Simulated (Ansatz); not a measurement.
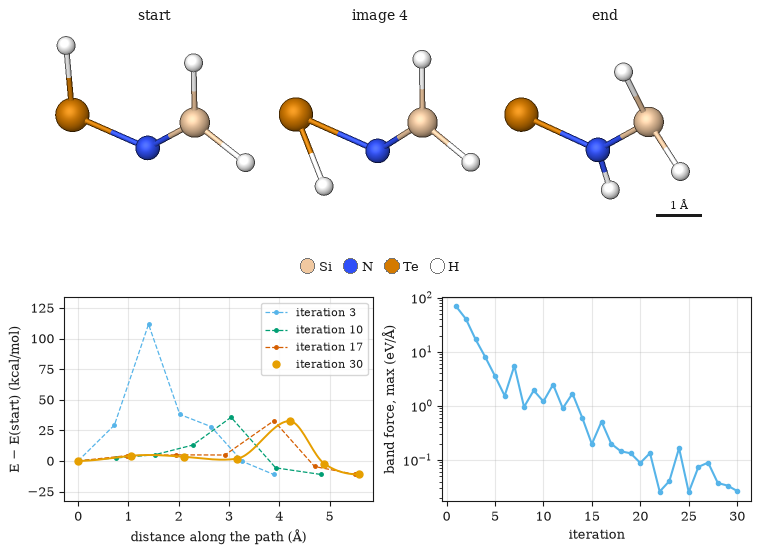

A nudged-elastic-band calculation for SiNH₃Te. Images are numbered from 0 (start) to 6 (end). The plot follows the band through its iterations. Style: ball-and-stick. Shown at a tilt.

The calculation used Ansatz 0.2.0, RKS BLYP/def2-SVP.

Input file:
```yaml
crystal:
  periodic: [false, false, false]
  atoms:
    - { symbol: Si, position_ang: [-0.881732, 0.101561, -0.672571] }
    - { symbol: "N", position_ang: [0.097713, -1.030256, -0.017895] }
    - { symbol: Te, position_ang: [1.705759, -0.983835, 1.231115] }
    - { symbol: H, position_ang: [-1.975584, -0.377558, -1.56329] }
    - { symbol: H, position_ang: [-0.822946, 1.591831, -0.49148] }
    - { symbol: H, position_ang: [1.87679, 0.698257, 1.514122] }
basis:
  gaussian: { orbitals: def2-SVP }
hamiltonian:
  xc: blyp
neb:
  order_check: false
  images: 5
  f_tol: 0.03
  max_iterations: 60
  final_atoms:
    - { symbol: Si, position_ang: [-0.89418995, 0.34118531, -0.28391366] }
    - { symbol: "N", position_ang: [0.48524499, -0.41432582, 0.40357111] }
    - { symbol: Te, position_ang: [2.20066098, 0.29846696, 1.3624894] }
    - { symbol: H, position_ang: [-1.56206681, -0.54455955, -1.29501971] }
    - { symbol: H, position_ang: [-0.64044815, 1.75626437, -0.68882583] }
    - { symbol: H, position_ang: [0.41079894, -1.43703128, 0.50169969] }
  initial_path:
    images:
      - { positions_ang: [[-0.881732, 0.101561, -0.672571], [0.097713, -1.030256, -0.017895], [1.705759, -0.983835, 1.231115], [-1.975584, -0.377558, -1.56329], [-0.822946, 1.591831, -0.49148], [1.87679, 0.698257, 1.514122]] }
      - { positions_ang: [[-0.85318414, 0.15827759, -0.62030565], [0.17508738, -0.89920957, 0.05306274], [1.67475113, -0.7790714, 1.41558786], [-1.80051643, -0.38443378, -1.58446548], [-0.98500139, 1.6042912, -0.43016433], [1.78886346, 0.30014596, 1.16628586]] }
      - { positions_ang: [[-0.82463628, 0.21499418, -0.5680403], [0.25246175, -0.76816314, 0.12402048], [1.64374326, -0.57430779, 1.60006071], [-1.62544885, -0.39130957, -1.60564095], [-1.14705679, 1.61675139, -0.36884866], [1.70093691, -0.09796508, 0.81844972]] }
      - { positions_ang: [[-0.79608842, 0.27171077, -0.51577494], [0.32983613, -0.6371167, 0.19497822], [1.61273539, -0.36954419, 1.78453357], [-1.45038128, -0.39818535, -1.62681643], [-1.30911218, 1.62921159, -0.307533], [1.61301037, -0.49607611, 0.47061358]] }
      - { positions_ang: [[-0.82878893, 0.29486895, -0.43848785], [0.38163908, -0.56285307, 0.26450918], [1.80871059, -0.1468738, 1.64385218], [-1.48760979, -0.44697675, -1.51621752], [-1.08622417, 1.67156251, -0.43463061], [1.21227323, -0.80972784, 0.48097562]] }
      - { positions_ang: [[-0.86148944, 0.31802713, -0.36120076], [0.43344203, -0.48858945, 0.33404015], [2.00468578, 0.07579658, 1.50317079], [-1.5248383, -0.49576815, -1.40561861], [-0.86333616, 1.71391344, -0.56172822], [0.81153608, -1.12337956, 0.49133766]] }
      - { positions_ang: [[-0.89418995, 0.34118531, -0.28391366], [0.48524499, -0.41432582, 0.40357111], [2.20066098, 0.29846696, 1.3624894], [-1.56206681, -0.54455955, -1.29501971], [-0.64044815, 1.75626437, -0.68882583], [0.41079894, -1.43703128, 0.50169969]] }
```

Run as
```bash
ansatz run input.yaml --threads 1 --pin off --max-ram 2048MiB --backend cpu --events-out ev --progress --plain --runs-dir out
```

> How did the profile develop, and is the result final?

The run is converged, with reservations. The band converged in 30 iterations. The largest component of the band force went from 69 to 0.027 eV/Å. The climbing image converged on the top of the path. Its vibrational analysis gives one imaginary mode (1391i cm⁻¹), as a transition state must have. The first iteration put the highest image at 441.1 kcal/mol. Forward barrier 32.6 kcal/mol, backward barrier 43.6 kcal/mol, with image 4 at the top; the reaction energy is −11.0 kcal/mol. The profile has 2 maxima (images 1, 4) with a dip at image 3 (+1.8 kcal/mol), so the process runs in steps.

Cost: 2.5 min on 1 thread of Intel(R) Xeon(R) 6975P-C (Granite Rapids) (shared host), peak memory 0.15 GiB.
